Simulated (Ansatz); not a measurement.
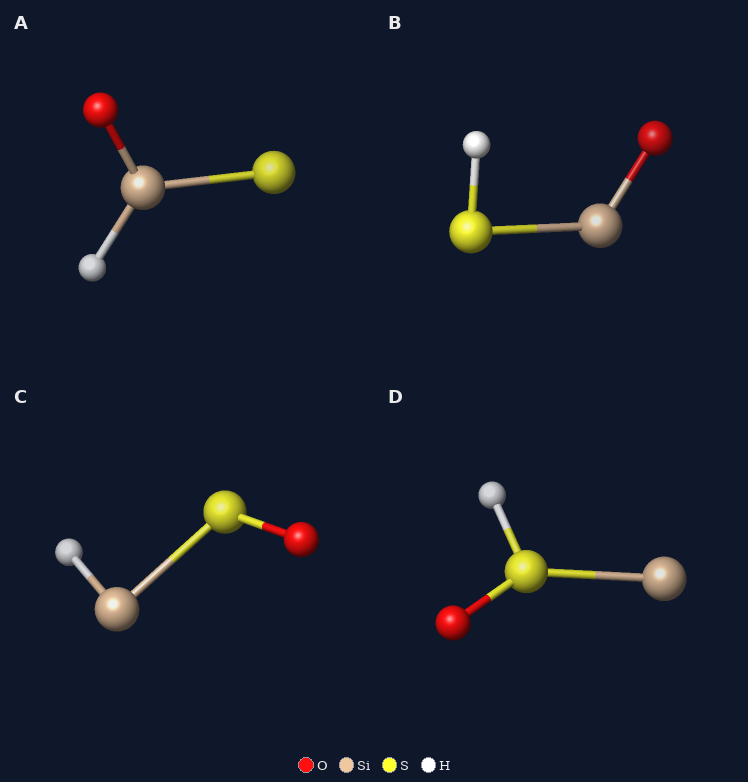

4 stationary structures of one formula. State: neutral, doublet. Geometries: PBE-D4/def2-SVP. Electronic energies: PBE-D4/def2-SVP (Ansatz 0.2.0), without zero-point energy. No frequency run is at hand to confirm each as a minimum.

> Which structure is the most stable?

B is lowest (Cs); A lies 7.2 kcal/mol above it (Cs), C lies 56.1 kcal/mol above it (Cs), D lies 75.6 kcal/mol above it (Cs).
